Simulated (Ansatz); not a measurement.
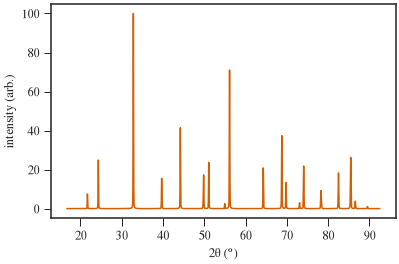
Simulated powder pattern, neutron, λ = 1.5401 Å

The pattern belongs to a structure relaxed with PBEsol in the plane-wave PAW code Ansatz.

Which of these materials gives this?
A) LaNbHO2, P4/mmm (La on 1d, Nb on 1a, O on 2f, H on 1b)
B) VO2, Pa-3 (V on 4a, O on 8c)
C) ZrO2, P2_1/c (Zr on 4e, O on 4e, O on 4e)
D) AlZnInO4, R3m (Pearson symbol hR7)

A, LaNbHO2, P4/mmm (La on 1d, Nb on 1a, O on 2f, H on 1b)

The start of the workflow was typed in or built on a structure type; neither database checked (COD, Materials Project) lists it. Whether it is the stable phase at ambient conditions was not checked. The cell was relaxed with PBEsol under the symmetry of its start. At this level the phase is dynamically unstable (imaginary phonons). The workflow began spin-polarised and lost its moments. Scalar-relativistic: spin–orbit coupling is off unless named, which matters more the heavier the elements.

Potentials: the earlier of the program's two PAW sets. The files were generated under PBE; for other functionals the program regenerates the frozen cores, and for LDA and PBEsol the local potential too.
